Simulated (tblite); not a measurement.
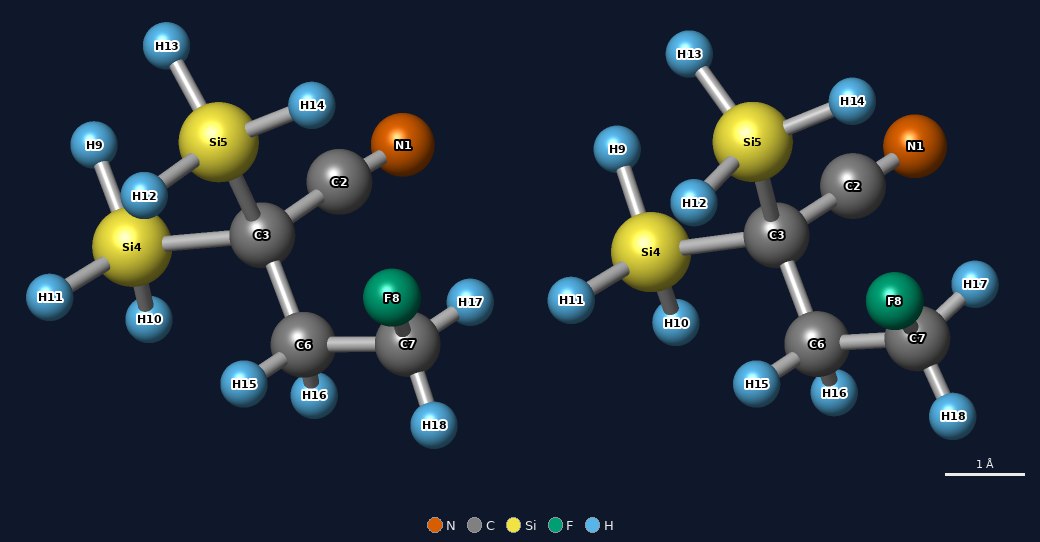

Two geometries of C4H10FNSi2, drawn at one scale. One is the start of a relaxation, the other its converged end. A ball-and-stick model, seen from a free direction.

Computed with tblite 0.8.0, GFN2-xTB geometry optimisation, gas phase. 

Question: Which of the two is the end point?

Answer: The right one is the relaxed one. After 74 geometry steps the energy has fallen by 29.6 kJ/mol. The atom that moves furthest after the best rigid fit is H12 (0.42 Å). By element the largest moves are H 0.42 Å, F 0.24 Å, Si 0.20 Å, C 0.15 Å, N 0.11 Å. Near-neighbour distances that change, for instance: C2–C3 1.485 → 1.423 Å, C3–Si5 1.891 → 1.933 Å, Si4–H10 1.493 → 1.464 Å, Si5–H13 1.490 → 1.465 Å. Bond angles that change, for instance: Si4–C3–Si5 99.5° → 111.5°, C3–Si5–H13 112.4° → 106.4°, Si5–C3–C6 117.2° → 112.6°.
